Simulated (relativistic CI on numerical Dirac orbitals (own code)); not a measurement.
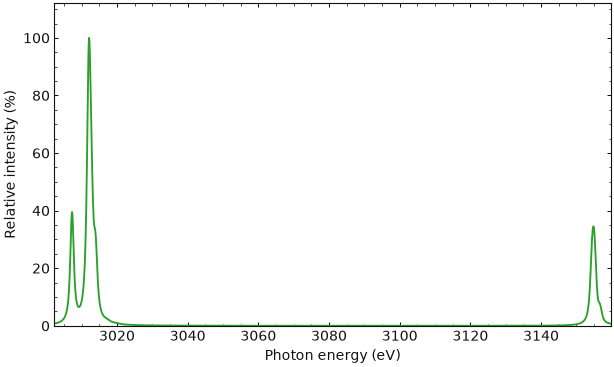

L₂,₃ X-ray absorption of Rh V (Rh⁴⁺), [Kr] 4d⁵, in a field of Oh symmetry with 10Dq = 43,700 cm⁻¹. Multiplet model: relativistic Dirac–Coulomb–Breit theory, one configuration a step, Slater integrals scaled by 0.8, 300 K, Voigt broadening (Lorentzian 0.96 eV, Gaussian 0.5 eV full widths), computed with a radial Dirac CI code.

> Describe the spectrum.

The main maxima lie at 3007.3 eV (40), 3012.1 eV (100) and 3154.8 eV (35), heights in % of the largest; the centroid is at 3042.1 eV. The lower edge holds 0.79 of the intensity (branching ratio, edges parted at 3090 eV), and the core spin-orbit splitting of the orbitals is 147 eV. The ground state has S = 0.51.

Caveat: free-ion energies, so absolute edge positions are off by a few eV from solids.
